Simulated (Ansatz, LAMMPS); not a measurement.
# Amorphous 88SiO2-12GeO2 (mol %) (96 atoms): relaxation and levels of theory

Which bonds does the relaxation leave, and how do the Kohn-Sham gap, forces and pressure change with functional?

Calculated with Ansatz 0.2.0: Kohn-Sham DFT, PBE, PAW (set soft_2), plane waves; cutoff 420 eV, Γ point, fermi-dirac smearing of 0.025 eV.

**The cell**

Density at the start: 2.39 g/cm³. The cell holds 96 atoms: 28 Si, 4 Ge and 64 O. Its edges and angles: a = 11.345 Å, b = 11.345 Å, c = 11.345 Å, α = 90.0°, β = 90.0°, γ = 90.0°. 96 atoms (28 Si, 4 Ge, 64 O) placed at random at 2.39 g/cm³, melted at 5000 K for 10 ps at fixed volume with the Morse and Coulomb pair potential with partial charges (Pedone, Malavasi, Menziani, Cormack and Segre, J. Phys. Chem. B 110, 11780 (2006)). Quenched from 5000 K to 300 K at 50 K/ps and fixed volume, held 5 ps, then minimised at fixed cell.

Cell and atoms were relaxed with PBE. The walk converged after 25 steps by the program's count, with a largest force component of 0.0203 eV/Å; it began at an r.m.s. force component of 0.84 eV/Å. The edges went from 11.345, 11.345, 11.345 to 11.602, 11.059, 10.944 Å, and the volume from 15.210 to 14.602 Å³ an atom (-4.0 %).

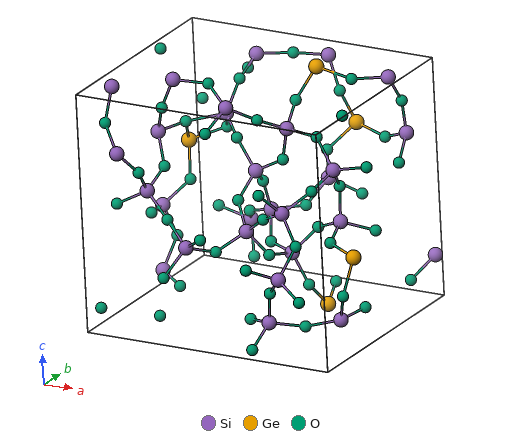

The relaxed cell. Bonds to atoms that aren't drawn are left out. Some periodic images of atoms are drawn too.

The input of the reference single point:

```yaml
crystal:
  lattice:
    - [11.59738, 0.15189, -0.29433]
    - [0.15189, 11.05831, -0.0246]
    - [-0.29433, -0.0246, 10.94009]
  atoms:
    - { symbol: Si, position: [0.65461, 0.21713, 0.08068] }
    - { symbol: Si, position: [0.131, 0.05667, 0.75538] }
    - { symbol: Si, position: [0.71929, 0.23985, 0.54244] }
    - { symbol: Si, position: [0.24011, 0.93168, 0.2163] }
    [... 90 atom lines left out ...]
    - { symbol: O, position: [0.59027, 0.65762, 0.86434] }
    - { symbol: O, position: [0.67323, 0.1445, 0.64119] }
kpoints:
  mp_grid: { grid: [1, 1, 1] }
hamiltonian:
  xc: pbe
scf:
  occupations: { method: fermi_dirac, width: 0.025 }
output:
  forces: true
  stress: true
  populations: true
  dos:
    method: { smearing: { sigma: 0.08 } }
    de: 0.05
    projected: { site_lists: { Ge: [Ge], O: [O], Si: [Si] } }
  eigenvalues: true
  write_density: true
  write_potential: true
  volumetric_format: npy
```

**Bonds after relaxation**

Bonds by pair of elements; cutoffs follow the first minimum of g(r), held within bounds set by covalent radii, and pairs that aren't listed don't count as bonded (cutoffs were set anew for this text, so counts can differ from the run's own analysis):

```
pair A-B  cutoff (Å)  bonds  mean length (Å)  spread (Å)  shortest (Å)  B about A  A about B
    O-Si        2.12    112             1.64       0.029          1.55       1.75          4
    O-Ge        2.27     16             1.77       0.053          1.72       0.25          4
```

How many atoms have how many bonded neighbours:

```
element  mean  1   2  3   4
     Ge     4  0   0  0   4
      O     2  1  62  1   0
     Si     4  0   0  0  28
```

**Levels of theory**

Single points at the relaxed geometry:

| functional | k-mesh | Kohn-Sham gap (eV) | pressure (GPa) | r.m.s. force component (eV/Å) | SCF cycles | time |
| --- | --- | --- | --- | --- | --- | --- |
| PBE | 1×1×1 | 1.493 | -0.01 | 0.005 | 10 | 16 s |
| HSE06 | 1×1×1 | 3.197 | -4.95 | 0.215 | 19 | 3.6 min |
| r2SCAN | 1×1×1 | 2.031 | -4.85 | 0.176 | 10 | 32 s |
| PBEsol | 1×1×1 | 1.463 | -2.58 | 0.074 | 10 | 15 s |

The gap is that between the highest filled and lowest empty Kohn-Sham level on the run's k-points. Cutoffs: 420 eV for PBE, HSE06 and PBEsol; 500 eV for r2SCAN. Times come from shared hosts and are rough.

**Findings**

By these cutoffs 100 % of Ge atoms have 4, 97 % of O atoms have 2 and 100 % of Si atoms have 4 neighbours. The Kohn-Sham gap is 1.49 eV with PBE on the 1×1×1 mesh. On the 1×1×1 mesh HSE06 changes the gap by +1.70 eV against PBE. On the reference's mesh the gap changes with r2SCAN by +0.54 eV and PBEsol by -0.03 eV. Against the reference the pressure changes with HSE06 by -4.9 GPa, r2SCAN by -4.8 GPa and PBEsol by -2.6 GPa; a negative change means a smaller volume than PBE would take.

Limits: All single points share the geometry relaxed with PBE. The volume changed by -4.0 % on relaxing; in so small a cell, on this mesh and at this cutoff, the relaxed density is rough. One sample; tail or defect levels can set the gap of a disordered cell. The quench rate of 50 K/ps is many orders above laboratory rates, so the cell is likely richer in defects and strain than a real sample. The network of bonds at the start is that of the classical potential that made the cell, and needn't be the one that DFT or experiment would give. In some runs the program notes that the exchange threshold is loose for the stress and the SCF threshold is loose for the stress.

[Logs are printed without paths, hosts, clocks, repeated set-up lines and the standing remarks that a program may print on its own settings, such as how far it seeks lower states.]

[Hosts, paths, dates, database ids (printed as entryN), source tags and the programs' standing remarks are cut or masked in the printed files.]
